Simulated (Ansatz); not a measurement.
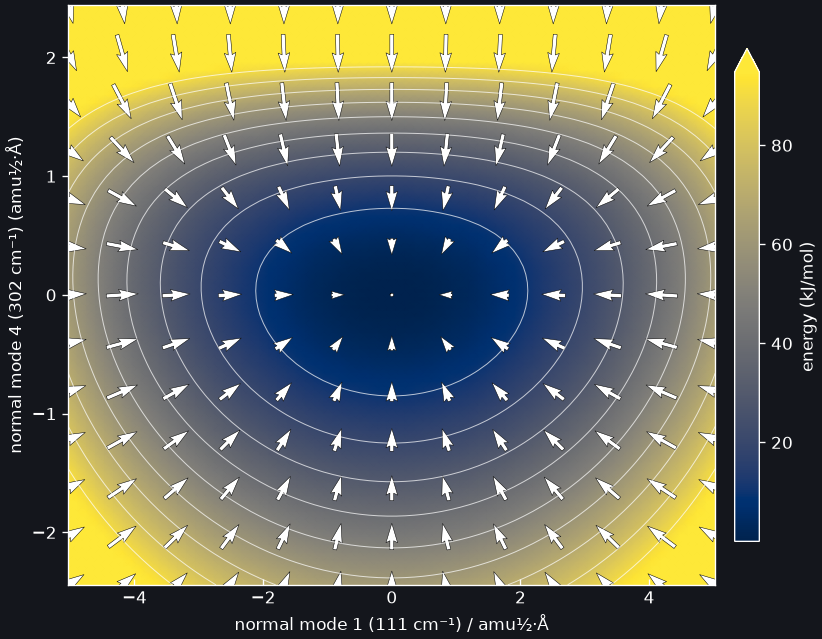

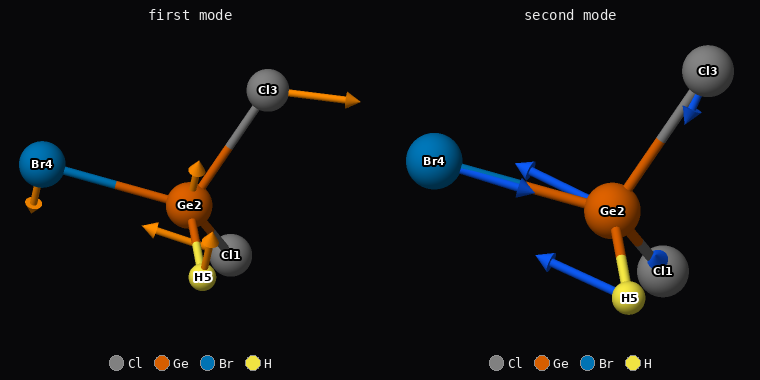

Energy landscape of BrCl₂GeH, SMILES [Cl][GeH]([Cl])[Br]. 
- The first coordinate is: normal mode 1 (111 cm⁻¹); the second: normal mode 4 (302 cm⁻¹).
- Nothing is relaxed (straight displacements along the two mass-weighted modes).
- The grid has 13 × 13 points.
- Points are written as (first, second).
- All energies are given in kJ/mol relative to the lowest grid point.
- All numbers below come from RKS PBE-D4/def2-SVP in Ansatz 0.2.0.

The picture shows a smooth colour map with a few white contour lines, arrows along the force (downhill), their lengths compressed, one colour for all values above the top of the scale. Between grid points the surface is interpolated. The second picture is the structure at the lowest point

> Where are the wells?

The lowest grid point is at (0.00 amu½·Å, 0.00 amu½·Å). It is the only kind of minimum in the scanned range. The highest grid point, (5.03 amu½·Å, 2.44 amu½·Å), lies 180 kJ/mol above the lowest.

The values on the grid:

| normal mode 4 (302 cm⁻¹) ↓, normal mode 1 (111 cm⁻¹) → | −5.03 | −4.19 | −3.35 | −2.51 | −1.68 | −0.84 | 0.00 | 0.84 | 1.68 | 2.51 | 3.35 | 4.19 | 5.03 |
| --- | --- | --- | --- | --- | --- | --- | --- | --- | --- | --- | --- | --- | --- |
| 2.44 | 180 | 171 | 166 | 164 | 164 | 164 | 164 | 164 | 164 | 164 | 166 | 171 | 180 |
| 2.04 | 135 | 122 | 113 | 108 | 105 | 104 | 104 | 104 | 105 | 108 | 113 | 122 | 135 |
| 1.63 | 103 | 87 | 76 | 69 | 64 | 61 | 60 | 61 | 64 | 69 | 76 | 87 | 103 |
| 1.22 | 82 | 64 | 51 | 42 | 36 | 32 | 31 | 32 | 36 | 42 | 51 | 64 | 82 |
| 0.81 | 69 | 50 | 35 | 25 | 18 | 14 | 13 | 14 | 18 | 25 | 35 | 50 | 69 |
| 0.41 | 63 | 43 | 28 | 16 | 9 | 4 | 3 | 4 | 9 | 16 | 28 | 43 | 63 |
| 0.00 | 62 | 42 | 26 | 14 | 6 | 2 | 0 | 2 | 6 | 14 | 26 | 42 | 62 |
| −0.41 | 66 | 45 | 29 | 17 | 9 | 4 | 2 | 4 | 9 | 17 | 29 | 45 | 66 |
| −0.81 | 73 | 52 | 36 | 24 | 16 | 11 | 9 | 11 | 16 | 24 | 36 | 53 | 73 |
| −1.22 | 83 | 63 | 46 | 34 | 26 | 21 | 19 | 21 | 26 | 34 | 47 | 63 | 83 |
| −1.63 | 95 | 75 | 59 | 47 | 38 | 33 | 32 | 33 | 38 | 47 | 59 | 75 | 95 |
| −2.04 | 109 | 89 | 73 | 61 | 53 | 48 | 46 | 48 | 53 | 61 | 73 | 89 | 109 |
| −2.44 | 124 | 104 | 89 | 77 | 69 | 64 | 62 | 64 | 69 | 77 | 89 | 105 | 124 |

Each point was launched as `ansatz run input.yaml --threads 1 --pin off --max-ram 2560MiB --backend cpu --events-out ev --progress --plain --runs-dir out`. The whole map (169 points run) took 15 min on 1 thread of Arm Neoverse V1, on a shared host.
